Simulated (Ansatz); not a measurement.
# AlPt3N (built on the sites of a database entry of InNi3N): following an unstable mode, part 3 of 3

Wanted: the energy along a soft mode of AlPt3N (built on the sites of a database entry of InNi3N) and the structure at the end.

Ansatz 0.2.0; DFT RPBE, scalar-relativistic, plane waves, PAW.

So far. Step 4 (The mode frozen in, largest atomic shift 0.08 Å): The run ends at a pressure of 0.10 GPa, with forces up to 0.28 eV/Å. Step 5 (Energy along the mode, all amplitudes (two of the runs …): The lowest of the steps tried is at 0.08 Å, 1.61 meV/atom below the parent; the bottom of the well need not coincide with a step.

The structure was built from a prototype and need not be the compound's stable phase.

**6. Relaxation from the frozen mode (continued)**

The steps of the relaxation (22 of 39):

```
step  energy less that of the first step (eV)  largest force component (eV/Å)  pressure (GPa)  volume (Å³)
   1                                   0.0000                          0.2780            0.10       149.09
   3                                  -0.1612                          0.5024            0.05       149.31
   5                                  -0.6079                          0.5229            1.82       150.18
   6                                  -0.7025                          0.7499            1.43       152.80
   8                                  -1.1802                          0.6980            1.81       154.18
  10                                  -1.9588                          0.9219           -1.66       153.32
  12                                  -2.0755                          0.2935            0.40       149.63
  14                                  -2.1081                          0.4444            0.80       147.77
  15                                  -2.1241                          0.1152           -0.46       147.89
  17                                  -2.1262                          0.0010           -0.02       147.85
  19                                  -3.1486                          0.5364            2.50       148.40
  21                                  -3.5100                          0.2602            0.52       147.93
  23                                  -3.5390                          0.0599            0.49       149.04
  25                                  -3.5402                          0.0026            0.01       149.36
  26                                  -3.5402                          0.0001            0.00       149.37
  28                                  -3.5841                          0.0140            0.04       150.07
  30                                  -3.5877                          0.0053            0.02       150.90
  32                                  -3.5875                          0.0080           -0.07       151.29
 34*                                  -3.5906                          0.0007            0.00       151.22
  35                                  -3.5907                          0.0016            0.01       151.40
  37                                  -3.5905                          0.0236           -0.05       151.60
 39*                                  -3.5909                          0.0001            0.00       151.53
```

Relaxation steps marked * repeat the geometry before them on a plane-wave basis chosen anew for their cell, so energy and pressure can jump there. Other such steps can lie between the rows shown. Relaxation steps 11, 32, 37 were tried and not accepted.

The run keeps the 8 symmetry operations that it works with, so distortions that break them were not tested.

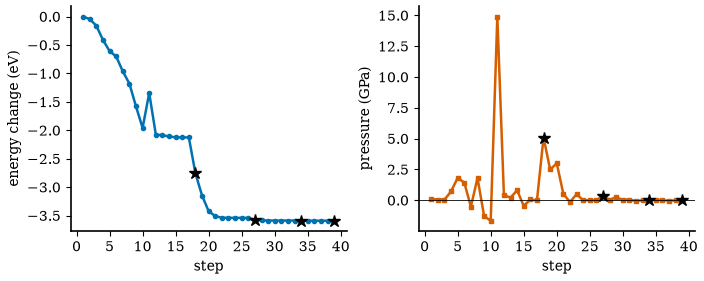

Energy and pressure along the relaxation. Stars mark steps on a basis chosen anew.

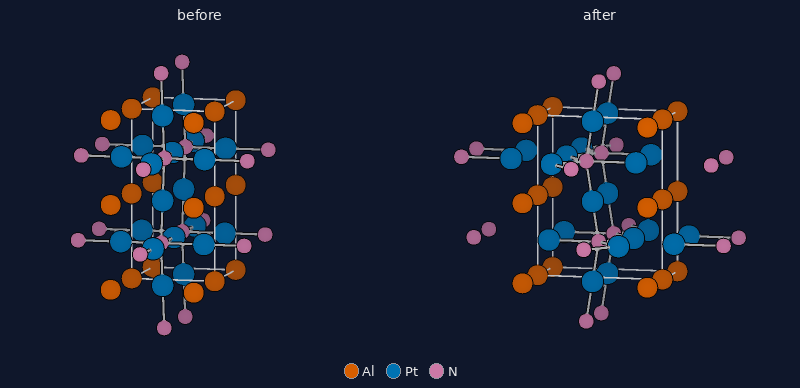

Before and after, at one scale. Bonds to atoms that aren't drawn are left out.

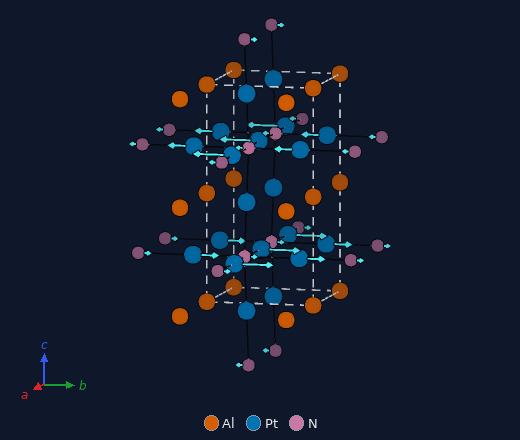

Displacements in the relaxation, scaled, measured against the changing cell; the longest in the cell stands for 1.62 Å. 2×1×1 cells are drawn. Some periodic images of atoms are drawn too.

```
     cell as run  before  after   change
           a (Å)   4.209  3.017  -28.3 %
           b (Å)   4.209  6.326  +50.3 %
           c (Å)   8.417  7.939   -5.7 %
volume (Å³/atom)   14.91  15.15   +1.6 %
```

The atoms that moved most (Å, as changes of fractional coordinates times the final cell):

```
atom     dx      dy     dz  length
 Pt8  0.000  -1.624  0.000   1.624
 Pt7  0.000   1.624  0.000   1.624
 Pt5  0.000   0.988  0.000   0.988
 Pt6  0.000  -0.988  0.000   0.988
  N9  0.000   0.435  0.000   0.435
 N10  0.000  -0.435  0.000   0.435
```

Final coordinates:

```
Al Pt N
1.0
     3.01737    0.00000    0.00000
     0.00000    6.32581    0.00000
     0.00000    0.00000    7.93893
Al Pt N
2 6 2
Direct
  0.00000 0.00000 0.00000
  0.00000 0.00000 0.50000
  0.50000 0.50000 0.50000
  0.50000 0.50000 0.00000
  0.50000 0.15204 0.25000
  0.50000 0.84796 0.75000
  0.00000 0.76771 0.25000
  0.00000 0.23229 0.75000
  0.50000 0.54980 0.25000
  0.50000 0.45020 0.75000
```

This step gave:

```yaml
pressure: -8.32e-4 GPa
volume_per_atom: 15.15 Å³
```

The distorted start has space group Pmma; the relaxation ends in Pmma.

**7. Results**

```
unstable mode of the parent                                                      : q = (0, 0, -0.5), 106i cm⁻¹
depth at the lowest point sampled                                                : 1.61 meV/atom
largest atomic shift at that point                                               : 0.08 Å
space group reached (within 0.01 Å)                                              : Pmma
energy gained over the parent (first relaxation, on the mesh of the frozen mode) : 360 meV/atom
volume per atom, phase reached                                                   : 15.2 Å³
```

In words: From this start the structure relaxes into Pmma, 360 meV/atom below the parent. At the parent's cell the well is 1.606 meV/atom deep on the steps tried, with its lowest point at a shift of 0.08 Å. Relaxing atoms and cell changes the gain by +358.78 meV/atom against the lowest step (energies at zero smearing). Most of the total comes from this relaxation. The frozen pattern makes up only 4 % of the final shifts of the atoms, so other modes or strain give most of the change. The modes of the phase reached were not computed on this path. Of the 6 patterns followed to their end from this parent, this one reaches the lowest energy. Each path keeps the symmetry of its pattern, so a lower phase may lie along a pattern not tried. With no gap, or one that is small against the smearing, the frequencies hang on the k mesh and the smearing, most of all near Kohn anomalies. Spin-orbit coupling is left out, which can matter for the heavy elements here. The starting cell was built on a prototype and not taken from a measurement, so the phase need not exist.

[Logs are printed without paths, hosts, clocks, repeated set-up lines and the standing remarks that a program may print on its own settings, such as how far it seeks lower states.]

[Hosts, paths, dates, database ids (printed as entryN), source tags and the programs' standing remarks are cut or masked in the printed files.]
